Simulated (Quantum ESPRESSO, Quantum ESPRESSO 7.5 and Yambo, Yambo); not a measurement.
# CdTe (F-43m): G0W0 on several meshes in Yambo

Wanted: mesh dependence and cost of G0W0 for CdTe (F-43m).

Calculated with Quantum ESPRESSO 7.5 and Yambo 5.3.0; PBE and many-body steps on it, plane waves.

**1. Starting point**

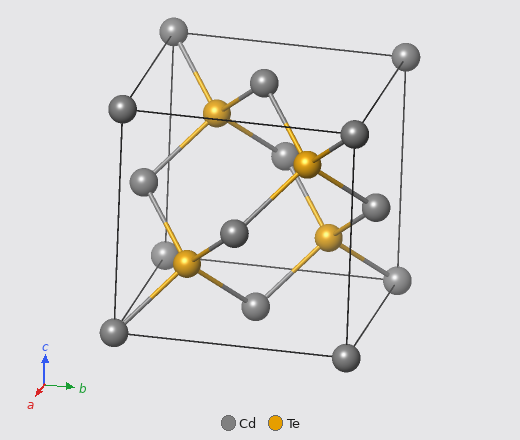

Start, viewed slightly off an axis; cadmium grey, tellurium orange. This picture shows the conventional cell, with its axes. Bonds to atoms that aren't drawn are left out. Some periodic images of atoms are drawn too.

Structure file:

```cif
data_structure
_symmetry_space_group_name_H-M 'P 1'
_symmetry_Int_Tables_number 1
_cell_length_a 4.5821
_cell_length_b 4.5821
_cell_length_c 4.5821
_cell_angle_alpha 60.000
_cell_angle_beta 60.000
_cell_angle_gamma 60.000
_cell_volume 68.02
loop_
_atom_site_label
_atom_site_type_symbol
_atom_site_fract_x
_atom_site_fract_y
_atom_site_fract_z
_atom_site_occupancy
Cd1 Cd 0.00000 0.00000 0.00000 1
Te2 Te 0.25000 0.25000 0.25000 1
```

The cell and positions come from the Crystallography Open Database and are kept as given unless a step says otherwise. Spin-orbit coupling is left out unless a step names it.

**2. Empty states on the mesh, 4×4×4 mesh, 305 bands**

This step: Quantum ESPRESSO 7.5; DFT, PBE, plane waves, norm-conserving pseudopotentials.

The sums over transitions need many empty states on a uniform mesh; this step solves for them.

pw.in

```
&control
  calculation = 'nscf'
  prefix = 'x'
  outdir = 'o'
  pseudo_dir = 'pseudo'
/
&system
  ibrav = 0
  nat = 2
  ntyp = 2
  ecutwfc = 94.0
  nbnd = 305
  force_symmorphic = .true.
/
&electrons
  conv_thr = 1e-9
  electron_maxstep = 80
  diago_full_acc = .true.
  diago_thr_init = 5e-6
/
ATOMIC_SPECIES
  Cd 112.41 Cd.upf
  Te 127.6 Te.upf
CELL_PARAMETERS angstrom
  0.0000000000 3.2400000000 3.2400000000
  3.2400000000 0.0000000000 3.2400000000
  3.2400000000 3.2400000000 0.0000000000
ATOMIC_POSITIONS crystal
  Cd 0.0000000000 0.0000000000 0.0000000000
  Te 0.2500000000 0.2500000000 0.2500000000
K_POINTS automatic
  4 4 4 0 0 0
```

Started as:

```bash
> OMP_NUM_THREADS=1 mpirun -n 4 pw.x -nk 4 -in pw.in > pw.out
```

The program printed:

```text
Program PWSCF v.7.5 starts

     This program is part of the open-source Quantum ESPRESSO suite
     for quantum simulation of materials; please cite
         "P. Giannozzi et al., J. Phys.:Condens. Matter 21 395502 (2009);
         "P. Giannozzi et al., J. Phys.:Condens. Matter 29 465901 (2017);
         "P. Giannozzi et al., J. Chem. Phys. 152 154105 (2020);
     in publications or presentations arising from this work. More details at

     Atomic positions and unit cell read from directory:
     o/x.save/

     Message from routine setup:
[...]
-150.4559-100.4824-100.4824-100.4824 -93.9054 -54.9603 -54.9602 -54.9602
[...]
50.0998  50.9654  50.9654  51.3953  52.8916  52.8916  53.7707  54.0719
     [... 27 further rows ...]
   147.4669 147.4669 147.6547 147.6547 147.8147 148.5748 150.0272 150.3457
   150.3457

          k = 0.3536 0.0000 0.0000 (  7059 PWs)   bands (ev):

     [... further k-points ...]

     highest occupied, lowest unoccupied level (ev):     8.2696    9.0401

     XML data file, pseudopotentials, collected wavefunctions

=------------------------------------------------------------------------------=
   JOB DONE.
=------------------------------------------------------------------------------=
```

Elapsed: 66 s, on 4 MPI ranks of Arm Neoverse V1, shared host; peak memory 0.96 GiB.

This step gave:

```yaml
gap: 0.7705 eV
k_of_the_valence_top: 0, 0, 0
k_of_the_conduction_bottom: 0, 0, 0
least_direct_gap: 0.7705 eV
k_points_computed: 8
lowest_point_of_the_top_converged_band_above_the_valence_top: 137.2128 eV
```

On this mesh the gap is 0.770 eV.

The density comes from a self-consistent run that is not shown.

**3. Conversion and set-up**

This step: Yambo 5.3.0; conversion and set-up on PBE, plane waves, norm-conserving pseudopotentials.

The states are converted to the many-body program's format and the q mesh is built.

Started as:

```bash
> (cd o/x.save; p2y > p2y.log; mv SAVE ../..); yambo > setup.log
```

The program printed:

```text
 Yambo, version 5.3.0

 [02] CORE Variables Setup
 =========================

  [02.01] Unit cells
  ==================

  Cell kind             :  FCC
  Atoms in the cell     :  Cd  Te
  number of Cd atoms    :  1
  number of Te atoms    :  1

  List of atomic masses
  Mass of Cd    :  112.4100
  Mass of Te    :  127.6000

  List of atomic coordinates    : [cc]
  Cd1       :  0.000000  0.000000  0.000000  order 1
  Te1       :  3.061356  3.061356  3.061356  order 2

  Alat factors          :  6.122713  6.122713  6.122713 [a.u.]
  Direct lattice volume :  459.0517 [a.u.]
[...]
==========================================

 IBZ Q-points                                      :   8
 BZ  Q-points                                      :   64

 K/Q-points units:
 rlu = crystal or reduced units; cc = cartesian coordinates; iku = interal k-units

 Q [1]          [rlu]:  0.000000  0.000000  0.000000
 Q [2]          [rlu]: -0.71308E-17 -0.71308E-17  0.25000
 Q [3]          [rlu]:  0.14262E-16  0.14262E-16 -0.50000
[...]
Q [7]          [rlu]:  0.42627E-17 -0.50000     -0.50000
 Q [8]          [rlu]:  0.250000 -0.500000 -0.250000

  [03.01] X indexes
  =================

   [03.01.01] Sigma indexes
   ========================

 [06] Game Over & Game summary
```

Wall time 3.7 s (1 MPI rank); peak memory 0.26 GiB.

**4. 4×4×4**

G0W0 replaces the xc potential by the self-energy, built once from these orbitals. Only a window of levels is corrected, while the sums run over the empty bands that the input names.

This step: G0W0 on PBE, plane waves, norm-conserving pseudopotentials.

gw2.in

```
HF_and_locXC
gw0
dyson
ppa
em1d
rim_cut
RandQpts= 1000000
RandGvec= 1 RL
EXXRLvcs= 94 Ry
VXCRLvcs= 376 Ry
Chimod= "HARTREE"
% BndsRnXp
 1 | 137 |
%
NGsBlkXp= 11.5 Ry
% LongDrXp
 1 | 1 | 1 |
%
% GbndRnge
 1 | 137 |
%
DysSolver= "n"
ExtendOut
PPAPntXp= 27.21138 eV
% QPkrange
 1 | 1 | 21 | 24 |
%
```

Started as:

```bash
> OMP_NUM_THREADS=1 mpirun -n 4 yambo -F gw2.in -J gw2 -C gw2 > gw2.log
```

The program printed:

```text
 Yambo, version 5.3.0

 [02] CORE Variables Setup
 =========================

  [... cell, symmetries and grids as in the set-up ...]

  [02.05] Energies & Occupations
  ==============================

  [X] === General ===
  [X] Electronic Temperature                        :  0.000000  0.000000 [eV K]
  [X] Bosonic    Temperature                        :  0.000000  0.000000 [eV K]
  [X] Finite Temperature mode                       : no
  [X] El. density                                   :  0.64683E+24 [cm-3]
  [X] Fermi Level                                   :  8.269562 [eV]

  [X] === Gaps and Widths ===
  [X] Conduction Band Min                           :  0.770493 [eV]
  [X] Valence Band Max                              :  0.000000 [eV]
  [X] Filled Bands                                  :  22
  [X] Empty Bands                                   :   23  305
  [X] Direct Gap                                    :  0.770493 [eV]
  [X] Direct Gap localized at k                     :  1
  [X] Indirect Gap                                  :  0.770493 [eV]
  [X] Indirect Gap between kpts                     :  1  1
  [X] Last valence band width                       :  2.192418 [eV]
  [X] 1st conduction band width                     :  3.488558 [eV]

 [03] Transferred momenta grid and indexing
 ==========================================

 IBZ Q-points                                      :   8
 BZ  Q-points                                      :   64

 K/Q-points units:
 rlu = crystal or reduced units; cc = cartesian coordinates; iku = interal k-units

 Q [1]          [rlu]:  0.000000  0.000000  0.000000
 Q [2]          [rlu]: -0.71308E-17 -0.71308E-17  0.25000
 Q [3]          [rlu]:  0.14262E-16  0.14262E-16 -0.50000
 Q [4]          [rlu]: -0.21313E-17  0.25000      0.25000
 Q [5]          [rlu]: -0.78397E-17  0.25000      0.50000
 Q [6]          [rlu]:  0.14262E-16  0.25000     -0.25000
 Q [7]          [rlu]:  0.42627E-17 -0.50000     -0.50000
 Q [8]          [rlu]:  0.250000 -0.500000 -0.250000

 [04] Coloumb potential Random Integration (RIM)
 ===============================================

  [04.01] RIM initialization
  ==========================

  * Diagonal components only detected *

  8 x (sBL volume)        :  0.067544 [a.u.]
  sBZ random points       :  1000000
  Points outside the sBZ  :   7968281
  RL volume               :  0.540354 [a.u.]
  Integrated volume       :  0.542504 [a.u.]

  [04.02] RIM integrals
  =====================

  Gamma point sphere radius             :  0.073872 [a.u.]
  Points outside the sphere             :   800476
  [Int_sBZ(q=0) 1/q^2]*(Vol_sBZ)^(-1/3) =:  7.776341
                                 should be <:  7.795600

  Summary of Coulomb integrals for non-metallic bands |Q|[au] RIM/Bare

  Q [1] 0.100000E-4 0.997530 * Q [2] 0.222181 1.068569
  Q [4] 0.256552 1.068679 * Q [6] 0.362820 1.030574
  Q [5] 0.425444 1.023203 * Q [3] 0.444362 1.020753
  Q [7] 0.513105 1.016896 * Q [8] 0.573668 1.013852

 [WARNING] [Xp] User bands 1-137 break level degeneracy

 [05] Dipoles
 ============

  [05.01] Setup: observables and procedures
  =========================================

 [06] Dynamic Dielectric Matrix (PPA)
 ====================================

 [WR./gw2//ndb.pp]---------------------------------------------------------------
  Brillouin Zone Q/K grids (IBZ/BZ)                :    8   64    8   64
  RL vectors                                       :   8363 [WF]
  Coulomb cutoff potential                         : none
  Electronic Temperature                           :  0.000000 [K]
  Bosonic    Temperature                           :  0.000000 [K]
  PPA    diel. fun.  energies                      : Perdew, Burke & Ernzerhof(X)+Perdew, Burke & Ernzerhof(C)
  wavefunctions                                    : Perdew, Burke & Ernzerhof(X)+Perdew, Burke & Ernzerhof(C)
  Global Gauge                                     : length
  X matrix size                                    :   339
  X band range                                     :    1  137
  X e/h energy range                               : -1.000000 -1.000000 [eV]
  X Time ordering                                  : R
  X Hxc Kernel                                     : HARTREE
  X Drude frequency                                :  0.000000  0.000000
  X poles                                          :  100.0000 [o/o]
  RL vectors in the sum                            :   8363
  [r,Vnl] included                                 : yes
  Field direction                                  :  0.577350E-5  0.577350E-5  0.577350E-5
  BZ energy Double Grid                            : no
  BZ energy DbGd points                            : 0
  BZ Q point size factor                           : -1.000000
  X Optical Averaged directions                    : none

 [07] Local Exchange-Correlation + Non-Local Fock
 ================================================

 [VXC] Plane waves :   56833
 [EXS] Plane waves :   7239

 QP @ state[ 1 ] K range:  1  1
 QP @ state[ 1 ] b range:  21  24

 [xc] Functional : Perdew, Burke & Ernzerhof(X)+Perdew, Burke & Ernzerhof(C)
 [xc] LIBXC used to calculate xc functional
  PP Number of Atomic Species                      :  2
  NLCC RL compoments                               :   56833
  PP Number of Atomic Species                      :  2
  NLCC RL compoments                               :   56833

 [xc] E_xc :  -35.75596 [Ha]
      E_xc :  -71.51193 [Ry]

  Local XC kind (lXC) : Perdew, Burke & Ernzerhof(X)+Perdew, Burke & Ernzerhof(C)
  Non-Local XC kind (nlXC) : Hartree-Fock

  Corrections @ K [1] :  [eV]
 <21|nlXC|21> = -16.37050  0.65059E-17 <21|lXC|21> = -14.42006 -0.18882E-15
 <22|nlXC|22> = -16.37052  0.24658E-17 <22|lXC|22> = -14.42006  0.37763E-15
 <23|nlXC|23> = -8.185957 -0.13120E-17 <23|lXC|23> = -11.98125 -0.13484E-20
 <24|nlXC|24> = -5.957498  0.75232E-18 <24|lXC|24> = -10.13165  0.18880E-15

 [08] Dyson equation: Newton solver
 ==================================

  [08.01] G0W0 (W PPA)
  ====================

  [  GW  ] Bands range     :    1  137
  [GW/PPA] G damping       :  0.100000 [eV]

  QP @ state[ 1 ] K range:  1  1
  QP @ state[ 1 ] b range:  21  24

   Sc/G bands                                       :    1  137
   Sc/G damping                                     :  0.100000 ev
   Sc bands terminator                              : no
   Sx RL components                                 :   7239

   QP @ state[ 1 ] K range                          :  1  1
   QP @ state[ 1 ] b range                          :  21  24
   GF energies kind                                 : Perdew, Burke & Ernzerhof(X)+Perdew, Burke & Ernzerhof(C)
   GF WF`s kind                                     : Perdew, Burke & Ernzerhof(X)+Perdew, Burke & Ernzerhof(C)
   Xs energies kind                                 : Perdew, Burke & Ernzerhof(X)+Perdew, Burke & Ernzerhof(C)
   Xs WF`s kind                                     : Perdew, Burke & Ernzerhof(X)+Perdew, Burke & Ernzerhof(C)

 [11] Game Over & Game summary
```

The job ended after 4.4 min (4 MPI ranks; peak memory 2.4 GiB; 17 min of CPU time).

Numbers from this step:

```
G0W0 gap on the points computed              : 1.538 eV
starting gap on the mesh                     : 0.7705 eV
k of the valence top                         : 0, 0, 0
k of the conduction bottom                   : 0, 0, 0
least direct G0W0 gap on the computed points : 1.538 eV
Z at the valence top                         : 0.7988
Z at the conduction bottom                   : 0.8108
```

The gap on the mesh goes from 0.77 eV to 1.54 eV, a correction of +0.77 eV.

**5. Empty states on the mesh, 2×2×2 mesh, 137 bands**

This step: Quantum ESPRESSO 7.5; DFT, PBE, plane waves, norm-conserving pseudopotentials.

pw.in, as its differences from that of step 2:

```diff
@@ -11,3 +11,3 @@
   ecutwfc = 94.0
-  nbnd = 305
+  nbnd = 137
   force_symmorphic = .true.
@@ -31,2 +31,2 @@
 K_POINTS automatic
-  4 4 4 0 0 0
+  2 2 2 0 0 0
```

Started as:

```bash
> OMP_NUM_THREADS=1 mpirun -n 4 pw.x -nk 4 -in pw.in > pw.out
```

The program printed:

```text
[banner, memory and clock lines left out]
Program PWSCF v.7.5 starts

     Atomic positions and unit cell read from directory:
     o/x.save/

     Message from routine setup:
     using ibrav=0 with symmetry is DISCOURAGED, use correct ibrav instead

     Message from routine divide_et_impera:
     suboptimal parallelization: some nodes have no k-points

     G-vector sticks info

     bravais-lattice index     =            0
     lattice parameter (alat)  =       8.6588  a.u.
     unit-cell volume          =     459.0517 (a.u.)^3
     number of atoms/cell      =            2
[...]
-150.4559-100.4824-100.4824-100.4824 -93.9054 -54.9603 -54.9602 -54.9602
[...]
[... 6 further rows ...]
[...]
82.8555

          k =-0.7071 0.0000 0.0000 (  7078 PWs)   bands (ev):

  -150.4559-100.4824-100.4824-100.4824 -93.9054 -54.9603 -54.9602 -54.9602
[...]
50.9832  51.0558  52.7618  53.0888  53.0888  53.1275  53.8553  53.8553
     [... 6 further rows ...]
    79.3904  79.4180  79.4180  79.4666  80.3775  81.4505  81.4505  81.5241
    81.6778

     highest occupied, lowest unoccupied level (ev):     8.2696    9.0401

     XML data file, pseudopotentials, collected wavefunctions
```

Elapsed: 14 s, on 4 MPI ranks; peak memory 0.48 GiB; 54 s of CPU time.

Numbers from this step:

```yaml
gap: 0.7705 eV
k_of_the_valence_top: 0, 0, 0
k_of_the_conduction_bottom: 0, 0, 0
least_direct_gap: 0.7705 eV
k_points_computed: 3
lowest_point_of_the_top_converged_band_above_the_valence_top: 70.6784 eV
```

On this mesh the gap is 0.770 eV.

(Continued in part 2 of 2.)

[Paths, hosts, dates, memory and timing lines, banners, echoed tables and standing remarks are left out of the program output.]

[Logs are printed without paths, hosts, clocks, repeated set-up lines and the standing remarks that a program may print on its own settings, such as how far it seeks lower states.]

[Runs of the session that timed out or met a known fault of the program may be left out.]

[Hosts, paths, dates, database ids (printed as entryN), source tags and the programs' standing remarks are cut or masked in the printed files.]
